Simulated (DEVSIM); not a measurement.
Structure: W/SiO2/p-GaAs capacitor, at 300 K.

| layer (left to right) | material | thickness (nm) | Na (cm⁻³) |
|---|---|---|---|
| 1 | SiO2 | 45.0 | - |
| 2 | GaAs | 19000 | 1.1e14 |

Metal gate on the left, work function 4.6 eV. Fixed charge at the semiconductor interface 0 cm⁻² (in units of +e); no interface traps.

Constants are typed, rounded textbook-type inputs, not results; the design itself was drawn at random and stands for no fabricated device. Values at 300 K.

| parameter | SiO2 | GaAs |
|---|---|---|
| gap (eV) | 9 | 1.424 |
| affinity (eV) | 0.9 | 4.07 |
| permittivity | 3.9 | 12.9 |
| Nc (cm⁻³) | - | 4.7e17 |
| Nv (cm⁻³) | - | 9e18 |

Model (solved in DEVSIM): 1D Poisson equation in equilibrium, Boltzmann statistics, complete ionisation; no quantum confinement or tunnelling. Metal contacts follow the ideal Schottky-Mott rule: no Fermi-level pinning, no interface dipoles.

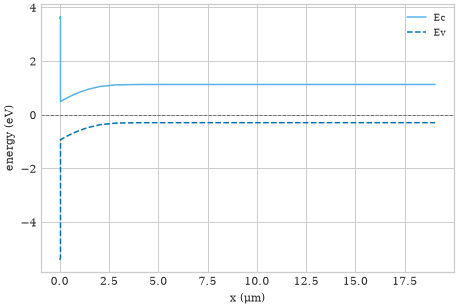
Figure: Band edges at 0.1 V on the gate

Energies count from the Fermi level of the right contact; mesh points crowd at the junctions.

| x (μm) | Ec (eV) | Ev (eV) | n (cm⁻³) | p (cm⁻³) | field (V/cm) |
|---|---|---|---|---|---|
| 0.000 | 3.600 | -5.400 | < 1e2 | < 1e2 | 14000 |
| 0.002092 | 3.603 | -5.397 | < 1e2 | < 1e2 | 14000 |
| 0.007753 | 3.611 | -5.389 | < 1e2 | < 1e2 | 14000 |
| 0.02325 | 3.633 | -5.367 | < 1e2 | < 1e2 | 14000 |
| 0.04007 | 3.658 | -5.342 | < 1e2 | < 1e2 | 14000 |
| 0.04395 | 3.663 | -5.337 | < 1e2 | < 1e2 | 14000 |
| 0.04558 | 0.495 | -0.929 | 2.3e9 | 2200 | 4300 |
| 0.05083 | 0.497 | -0.927 | 2.1e9 | 2400 | 4300 |
| 0.06453 | 0.503 | -0.921 | 1.7e9 | 3000 | 4300 |
| 0.1030 | 0.520 | -0.904 | 8.8e8 | 5800 | 4300 |
| 0.2131 | 0.565 | -0.859 | 1.5e8 | 34000 | 4100 |
| 0.7467 | 0.761 | -0.663 | 76000 | 6.6e7 | 3300 |
| 2.054 | 1.056 | -0.368 | < 1e2 | 5.9e12 | 1300 |
| 5.793 | 1.131 | -0.292 | < 1e2 | 1.1e14 | ≈ 0 |
| 15.24 | 1.132 | -0.292 | < 1e2 | 1.1e14 | ≈ 0 |
| 17.72 | 1.132 | -0.292 | < 1e2 | 1.1e14 | ≈ 0 |
| 18.58 | 1.132 | -0.292 | < 1e2 | 1.1e14 | ≈ 0 |
| 18.88 | 1.132 | -0.292 | < 1e2 | 1.1e14 | ≈ 0 |
| 19.01 | 1.132 | -0.292 | < 1e2 | 1.1e14 | ≈ 0 |
| 19.03 | 1.132 | -0.292 | < 1e2 | 1.1e14 | ≈ 0 |
| 19.04 | 1.132 | -0.292 | < 1e2 | 1.1e14 | ≈ 0 |
| 19.05 | 1.132 | -0.292 | < 1e2 | 1.1e14 | ≈ 0 |
